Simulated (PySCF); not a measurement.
H3BClFGe, SMILES F[B](Cl)[GeH3] at its CAM-B3LYP/def2-SVP optimised geometry (Å):

```
7

B      0.8670    -0.3565     0.0000
Cl     1.7747     0.4125    -1.2908
F      1.5606    -0.9280     0.9583
Ge    -1.2057    -0.3565     0.0000
H     -1.7747    -1.0894     1.2229
H     -1.7237     1.0894     0.0000
H     -1.7209    -1.0402    -1.2752
```

Calculation: CAM-B3LYP/def2-TZVP (PySCF). Cells within 0.4 Å of a nucleus heavier than hydrogen are left out (blank, or x).

Map of the log10 of the electron density (e/bohr³), floored at −4 on the plane z = 0.0 Å:

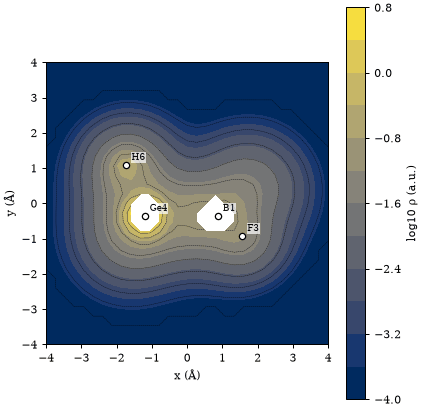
Fig. 1. Log10 of the electron density (e/bohr³), floored at −4 on the plane z = 0.0 Å.
